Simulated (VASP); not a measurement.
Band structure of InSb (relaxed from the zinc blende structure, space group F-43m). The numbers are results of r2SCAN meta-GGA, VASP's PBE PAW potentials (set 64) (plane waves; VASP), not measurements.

Unless said otherwise, spin-orbit coupling is left out, though it shifts the bands of the heavy elements here.

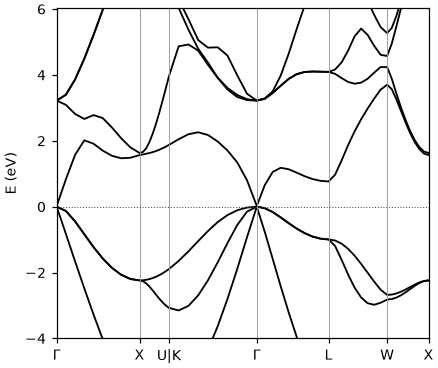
Figure: Bands along high-symmetry lines, zero at the valence-band maximum or, without a gap, the Fermi level

Q: Read the plot: is there a gap, and where are the band edges?

A: The gap is direct, 0.02 eV, from the valence maximum at Γ to the conduction minimum at Γ.

The structure was generated: InSb was put into the zinc blende type (F-43m), which need not be its known phase. It was relaxed first.
